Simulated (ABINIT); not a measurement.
## MoS2 (P6_3/mmc): G0W0 with ABINIT, start to end

How does a plane-wave GW calculation on MoS2 (P6_3/mmc) run from the first input to the gap?

Calculated with ABINIT 10.8.3; PBE and many-body steps on it, plane waves.

The database entry behind the starting cell differs from later determinations by our own check (about 0.3 % long), so it need not match the best structure at ambient conditions.

## 1. Set-up

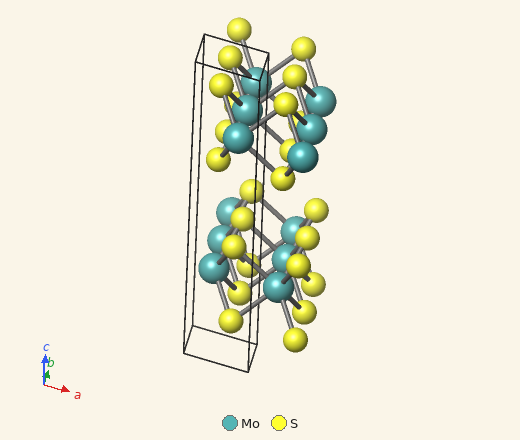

Start, viewed slightly off an axis; molybdenum teal, sulfur yellow. 2×3×1 cells are drawn.

The cell and positions come from the Crystallography Open Database and are kept as given unless a step says otherwise.

## 2. Ground state

This step: ABINIT 10.8.3; DFT, PBE with spin-orbit coupling, plane waves, norm-conserving pseudopotentials.

The ground-state density comes first.

Input file run.abi:

```
acell 3*1.0 Angstrom
rprim 
  3.169000000004 -0.000000000001 0.000000000000
  -1.584500000001 2.744434504597 0.000000000000
  0.000000000000 0.000000000000 12.324000000000
ntypat 2
znucl 42 16
natom 6
typat 1 1 2 2 2 2
xred 
  0.333333333333 0.666666666667 0.250000000000
  0.666666666667 0.333333333333 0.750000000000
  0.333333333333 0.666666666667 0.623000000000
  0.666666666667 0.333333333333 0.123000000000
  0.333333333333 0.666666666667 0.877000000000
  0.666666666667 0.333333333333 0.377000000000
pp_dirpath "pseudos"
pseudos "Mo.upf, S.upf"
ecut 36
nspinor 2
ngkpt 6 6 2
nshiftk 1
shiftk 0 0 0
kptopt 1
chksymbreak 0
nband 66
occopt 1
tolvrs 1e-10
nstep 60
prtwf 0
optforces 0
optstress 0
indata_prefix "in"
outdata_prefix "out"
tmpdata_prefix "tmp"
```

The run is started by

```console
$ OMP_NUM_THREADS=1 mpirun -n 8 abinit run.abi > log
```

Numbers of over 12 decimals in the logs are rounded to 6 here.

Log:

```text
.Version 10.8.3 of ABINIT. v10.8.2 released Aug 2026.

 Symmetries : space group P6_3/m m c (#194); Bravais hP (primitive hexag.)
================================================================================
 Values of the parameters that define the memory need of the present run
     intxc =       0    ionmov =       0      iscf =       7    lmnmax =      15
     lnmax =      15     mgfft =     128  mpssoang =       5    mqgrid =    6291
     natom =       6  nloc_mem =       1    nspden =       1   nspinor =       2
    nsppol =       1      nsym =      24    n1xccc =    2501    ntypat =       2
    occopt =       1   xclevel =       2
-    mband =          66        mffmem =           1         mkmem =           2
       mpw =        7490          nfft =      165888          nkpt =          14
================================================================================
  Rough estimation (10% accuracy) of disk space for files :
================================================================================

--------------------------------------------------------------------------------
------------- Echo of variables that govern the present computation ------------
--------------------------------------------------------------------------------
 -outvars: echo values of preprocessed input variables --------
            acell      1.8897261259E+00  1.8897261259E+00  1.8897261259E+00 Bohr

      chksymbreak           0
             ecut      3.60000000E+01 Hartree
-          fftalg         312

              ixc     -101130
              kpt      0.00000000E+00  0.00000000E+00  0.00000000E+00
                       1.66666667E-01  0.00000000E+00  0.00000000E+00
                       3.33333333E-01  0.00000000E+00  0.00000000E+00
                       5.00000000E-01  0.00000000E+00  0.00000000E+00
                       1.66666667E-01  1.66666667E-01  0.00000000E+00
                       3.33333333E-01  1.66666667E-01  0.00000000E+00
                       3.33333333E-01  3.33333333E-01  0.00000000E+00
                       0.00000000E+00  0.00000000E+00  5.00000000E-01
                       1.66666667E-01  0.00000000E+00  5.00000000E-01
                       3.33333333E-01  0.00000000E+00  5.00000000E-01
                       5.00000000E-01  0.00000000E+00  5.00000000E-01
[...]
kptrlatt        6    0    0      0    6    0      0    0    2
          kptrlen      3.59312526E+01
P           mkmem           2
            natom           6
            nband          66
            ngfft          36      36     128
             nkpt          14
          nspinor           2
            nstep          60
             nsym          24
           ntypat           2
              occ      1.000000  1.000000  1.000000  1.000000  1.000000  1.000000
                       1.000000  1.000000  1.000000  1.000000  1.000000  1.000000
                       1.000000  1.000000  1.000000  1.000000  1.000000  1.000000
                       1.000000  1.000000  1.000000  1.000000  1.000000  1.000000
                       1.000000  1.000000  1.000000  1.000000  1.000000  1.000000
                       1.000000  1.000000  1.000000  1.000000  1.000000  1.000000
                       1.000000  1.000000  1.000000  1.000000  1.000000  1.000000
                       1.000000  1.000000  1.000000  1.000000  1.000000  1.000000
                       1.000000  1.000000  1.000000  1.000000  0.000000  0.000000
                       0.000000  0.000000  0.000000  0.000000  0.000000  0.000000
                       0.000000  0.000000  0.000000  0.000000  0.000000  0.000000
        optforces           0
        optstress           0
            prtwf           0
            rprim      3.1690000000E+00 -1.0000000000E-12  0.0000000000E+00
[...]
spgroup         194

           tolvrs      1.00000000E-10

             xred      3.3333333333E-01  6.6666666667E-01  2.5000000000E-01
[...]
znucl       42.00000   16.00000

================================================================================

 chkinp: Checking input parameters for consistency.

================================================================================
== DATASET  1 ==================================================================
-   mpi_nproc: 8, omp_nthreads: 1 (-1 if OMP is not activated)

--- !DatasetInfo
iteration_state: {dtset: 1, }
dimensions: {natom: 6, nkpt: 14, mband: 66, nsppol: 1, nspinor: 2, nspden: 1, mpw: 7490, }
cutoff_energies: {ecut:  36.0, pawecutdg:  -1.0, }
electrons: {nelect:   5.20000000E+01, charge:   0.00000000E+00, occopt:   1.00000000E+00, tsmear:   1.00000000E-02, }

 Real(R)+Recip(G) space primitive vectors, cartesian coordinates (Bohr,Bohr^-1):
 R(1)=  5.9885421  0.0000000  0.0000000  G(1)=  0.1669856  0.0964092  0.0000000
 R(2)= -2.9942710  5.1862296  0.0000000  G(2)=  0.0000000  0.1928183  0.0000000
 R(3)=  0.0000000  0.0000000 23.2889848  G(3)=  0.0000000  0.0000000  0.0429388
 Unit cell volume ucvol=  7.2330822E+02 bohr^3
 Angles (23,13,12)=  9.00000000E+01  9.00000000E+01  1.20000000E+02 degrees

 getcut: wavevector=  0.0000  0.0000  0.0000  ngfft=  36  36 128
         ecut(hartree)=     36.000   => boxcut(ratio)=   2.03490

--- Pseudopotential description ------------------------------------------------
[...]
nproj     2     3     2     0
     spin-orbit psp
        nprojso     3     3     0
  pspatm : epsatm=    9.02154350
         --- l  ekb(1:nproj) -->
[...]
1    3.228904    0.888476    0.000329
[...]
spin-orbit 1    0.096764   -0.027776    0.009511
  spin-orbit 2    0.001615    0.000361   -0.000189
 pspatm: atomic psp has been read  and splines computed

   3.53719847E+03                                ecore*ucvol(ha*bohr**3)
--------------------------------------------------------------------------------

_setup2: Arith. and geom. avg. npw (full set) are    7464.403    7464.370

================================================================================

--- !BeginCycle
iteration_state: {dtset: 1, }
solver: {iscf: 7, nstep: 60, nline: 4, wfoptalg: 0, }
tolerances: {tolvrs: 1.00E-10, }

     iter   Etot(hartree)      deltaE(h)  residm     vres2
 ETOT  1  -184.31659350166    -1.843E+02 7.797E-02 3.400E+03
 ETOT  2  -182.34639248238     1.970E+00 4.317E-02 2.817E+04
 ETOT  3  -184.88200704883    -2.536E+00 8.240E-03 3.347E+00
 ETOT  4  -184.88450161567    -2.495E-03 6.229E-03 4.388E+00
 ETOT  5  -184.88487118026    -3.696E-04 1.566E-03 3.994E-01
 ETOT  6  -184.88490316484    -3.198E-05 2.883E-03 1.088E-01
 ETOT  7  -184.88490732863    -4.164E-06 8.923E-04 5.605E-03
 ETOT  8  -184.88490762211    -2.935E-07 1.399E-03 2.573E-05
 ETOT  9  -184.88490762438    -2.267E-09 3.924E-04 1.415E-06
 ETOT 10  -184.88490762474    -3.665E-10 5.792E-04 1.914E-07
 ETOT 11  -184.88490762480    -5.153E-11 1.497E-04 8.660E-09
 ETOT 12  -184.88490762481    -1.120E-11 3.976E-04 2.735E-10
 ETOT 13  -184.88490762480     3.013E-12 8.706E-05 1.947E-10
 ETOT 14  -184.88490762480     6.253E-12 2.451E-04 8.137E-13

 At SCF step   14       vres2   =  8.14E-13 < tolvrs=  1.00E-10 =>converged.

--- !ResultsGS
iteration_state: {dtset: 1, }
comment   : Summary of ground state results
lattice_vectors:
- [  5.9885421,  -0.0000000,   0.0000000, ]
- [ -2.9942710,   5.1862296,   0.0000000, ]
- [  0.0000000,   0.0000000,  23.2889848, ]
lattice_lengths: [   5.98854,    5.98854,   23.28898, ]
lattice_angles: [ 90.000,  90.000, 120.000, ] # degrees, (23, 13, 12)
lattice_volume:   7.2330822E+02
convergence: {deltae:  6.253E-12, res2:  8.137E-13, residm:  2.451E-04, diffor:  0.000E+00, }
etotal    :  -1.84884908E+02
entropy   :   0.00000000E+00
fermie    :   3.10209693E-01
cartesian_stress_tensor: null
pressure_GPa: null
xred      :
- [  3.3333E-01,   6.6667E-01,   2.5000E-01, Mo]
- [  6.6667E-01,   3.3333E-01,   7.5000E-01, Mo]
- [  3.3333E-01,   6.6667E-01,   6.2300E-01,  S]
- [  6.6667E-01,   3.3333E-01,   1.2300E-01,  S]
- [  3.3333E-01,   6.6667E-01,   8.7700E-01,  S]
- [  6.6667E-01,   3.3333E-01,   3.7700E-01,  S]
cartesian_forces: null
force_length_stats: {min: null, max: null, mean: null, }

 Integrated electronic density in atomic spheres:
 ------------------------------------------------
 Atom  Sphere_radius  Integrated_density
[...]
================================================================================

 ----iterations are completed or convergence reached----

 Mean square residual over all n,k,spin=   15.756E-07; max=  24.511E-05
 reduced coordinates (array xred) for    6 atoms
[...]
0.666666666667      0.333333333333      0.750000000000
       0.333333333333      0.666666666667      0.623000000000
       0.666666666667      0.333333333333      0.123000000000
       0.333333333333      0.666666666667      0.877000000000
       0.666666666667      0.333333333333      0.377000000000
 rms dE/dt=  0.0000E+00; max dE/dt=  0.0000E+00; dE/dt below (all hartree)
    1       0.000000000000      0.000000000000      0.000000000000
    2       0.000000000000      0.000000000000      0.000000000000
    3       0.000000000000      0.000000000000      0.000000000000
    4       0.000000000000      0.000000000000      0.000000000000
    5       0.000000000000      0.000000000000      0.000000000000
    6       0.000000000000      0.000000000000      0.000000000000

 cartesian coordinates (angstrom) at end:
    1      6.7e-13     1.829623     3.081000
    2      1.584500     0.914812     9.243000
    3      6.7e-13     1.829623     7.677852
    4      1.584500     0.914812     1.515852
    5      6.7e-13     1.829623    10.808148
    6      1.584500     0.914812     4.646148
 length scales=  1.889726125908  1.889726125908  1.889726125908 bohr
              =  1.000000000000  1.000000000000  1.000000000000 angstroms
 prteigrs : about to open file out_EIG
 Fermi (or HOMO) energy (hartree) =   0.31021   Average Vxc (hartree)=  -0.40248
 Eigenvalues (hartree) for nkpt=  14  k points:
 kpt#   1, nband= 66, wtk=  0.01389, kpt=  0.0000  0.0000  0.0000 (reduced coord)
  -1.94979   -1.94979   -1.94979   -1.94979   -1.05784   -1.05784   -1.05784   -1.05784
  -0.96872   -0.96872   -0.96872   -0.96872   -0.96276   -0.96276   -0.96276   -0.96276
  -0.23947   -0.23947   -0.22954   -0.22954   -0.19500   -0.19500   -0.17874   -0.17874
   0.05798    0.05798    0.09591    0.09591    0.18184    0.18184    0.18862    0.18862
   0.18908    0.18908    0.19122    0.19122    0.19153    0.19153    0.22846    0.22846
   0.23025    0.23025    0.23161    0.23161    0.23334    0.23334    0.26655    0.26655
   0.26821    0.26821    0.31021    0.31021    0.38567    0.38584    0.38674    0.38678
   0.38843    0.38869    0.38975    0.38984    0.39349    0.39355    0.39383    0.39526
   0.39976    0.39979
 prteigrs : prtvol=0 or 1, do not print more k-points.

--- !EnergyTerms
iteration_state     : {dtset: 1, }
comment             : Components of total free energy in Hartree
kinetic             :  6.00140220733500E+01
hartree             :  5.39738896069393E+01
xc                  : -3.33809913262740E+01
Ewald energy        : -1.19847493795111E+02
psp_core            :  4.89030591340046E+00
local_psp           : -1.73765451141763E+02
non_local_psp       :  2.32308110446609E+01
total_energy        : -1.84884907624797E+02
total_energy_eV     : -5.03097463243088E+03
band_energy         : -1.61960614006943E+01

== END DATASET(S) ==============================================================
================================================================================

 -outvars: echo values of variables after computation  --------
           etotal     -1.8488490762E+02
            nband          66
             nkpt          14
          spgroup         194
 [... the other variables as echoed above ...]

 Calculation completed.
```

It took 5.8 min on 8 MPI ranks of Arm Neoverse N1, shared host; peak memory 1.1 GiB; 46 min of CPU time.

This step gave:

```yaml
total_energy: -5030.9746 eV
gap: 0.8830 eV
k_of_the_valence_top: 0, 0, 0
k_of_the_conduction_bottom: 0.1667, 0.1667, 0
least_direct_gap: 1.622 eV
```

The gap is indirect, with the least direct gap 0.74 eV higher.

[end of part 1 of 3]

[Paths, hosts, dates, memory and timing lines, banners, echoed tables and standing remarks are left out of the program output.]

[Logs are printed without paths, hosts, clocks, repeated set-up lines and the standing remarks that a program may print on its own settings, such as how far it seeks lower states.]

[Runs of the session that timed out or met a known fault of the program may be left out.]

[Hosts, paths, dates, database ids (printed as entryN), source tags and the programs' standing remarks are cut or masked in the printed files.]

[G0W0 gaps are taken among the corrected bands and points alone; a level outside them can change the order at an edge.]

[Where Ansatz stands beside ABINIT at settings called matched, ABINIT's density can come from a denser mesh and the files from another edition; pairs whose starting gaps differed by over 0.03 eV were left out, so agreement reads better than it is.]
